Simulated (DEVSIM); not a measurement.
Structure: Ni/Si3N4/n-GaSb capacitor, at 300 K.

```csv
layer (left to right),material,thickness (nm),Nd (cm⁻³)
1,Si3N4,16.0,-
2,GaSb,4000,2.3e16
```

Metal gate on the left, work function 5.1 eV. Fixed charge at the semiconductor interface -7.5e11 cm⁻² (in units of +e); interface traps 1.6e11 cm⁻² eV⁻¹, uniform in energy, neutral level at 0.7 of the gap above the valence band.

Constants are typed, rounded textbook-type inputs, not results; the design itself was drawn at random and stands for no fabricated device. Values at 300 K.

```
parameter      Si3N4    GaSb
-------------  -----  ------
gap (eV)         5.1   0.726
affinity (eV)    2.1    4.06
permittivity     7.5    15.7
Nc (cm⁻³)          -  2.1e17
Nv (cm⁻³)          -  1.8e19
```

Model (solved in DEVSIM): 1D Poisson equation in equilibrium, Boltzmann statistics, complete ionisation; no quantum confinement or tunnelling. Metal contacts follow the ideal Schottky-Mott rule: no Fermi-level pinning, no interface dipoles.

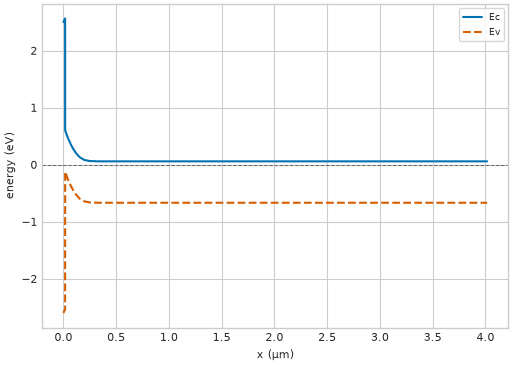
Fig. 1. Band edges at 0.5 V on the gate

Energies count from the Fermi level of the right contact; mesh points crowd at the junctions.

```tsv
x (μm)	Ec (eV)	Ev (eV)	n (cm⁻³)	p (cm⁻³)	field (V/cm)
0.000	2.500	-2.600	< 1e2	< 1e2	39000
0.001445	2.506	-2.594	< 1e2	< 1e2	39000
0.004421	2.517	-2.583	< 1e2	< 1e2	39000
0.009932	2.539	-2.561	< 1e2	< 1e2	39000
0.01450	2.557	-2.543	< 1e2	< 1e2	39000
0.01597	2.563	-2.537	< 1e2	< 1e2	33000
0.01746	0.594	-0.132	2.2e7	1.1e17	-58000
0.02285	0.565	-0.161	6.9e7	3.5e16	-53000
0.03352	0.511	-0.215	5.4e8	4.4e15	-48000
0.05841	0.401	-0.325	3.9e10	6.2e13	-41000
0.1165	0.207	-0.519	7.0e13	3.4e10	-26000
0.3257	0.058	-0.668	2.3e16	1.1e8	-150
0.7401	0.057	-0.669	2.3e16	1.0e8	≈ 0
1.707	0.057	-0.669	2.3e16	1.0e8	≈ 0
3.268	0.057	-0.669	2.3e16	1.0e8	≈ 0
3.696	0.057	-0.669	2.3e16	1.0e8	≈ 0
3.880	0.057	-0.669	2.3e16	1.0e8	≈ 0
3.958	0.057	-0.669	2.3e16	1.0e8	≈ 0
3.998	0.057	-0.669	2.3e16	1.0e8	≈ 0
4.009	0.057	-0.669	2.3e16	1.0e8	≈ 0
4.014	0.057	-0.669	2.3e16	1.0e8	≈ 0
4.016	0.057	-0.669	2.3e16	1.0e8	≈ 0
```
